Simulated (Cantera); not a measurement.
Input: 1 mol CH4, 18 mol H2, at 1098 K.

Method: chemical equilibrium by Gibbs-energy minimisation in Cantera with the NASA 1993 tables (ideal gas, pure condensed phases). Candidate condensed phases: C, C6H6, C7H8, C8H18; 76 gas species. The ideal-gas law is rough above about 30 bar. Equilibrium is a limit: real reactors are often held back by kinetics, nucleation or transport.

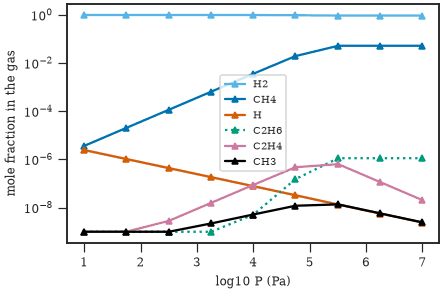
Figure. Equilibrium gas composition (values under 1e-9 drawn at 1e-9)

From 10.0 Pa to 56000 Pa the condensed part is C(graphite). From 320000 Pa to 1.00e7 Pa nothing is condensed. The main C-bearing gas is CH4 throughout.
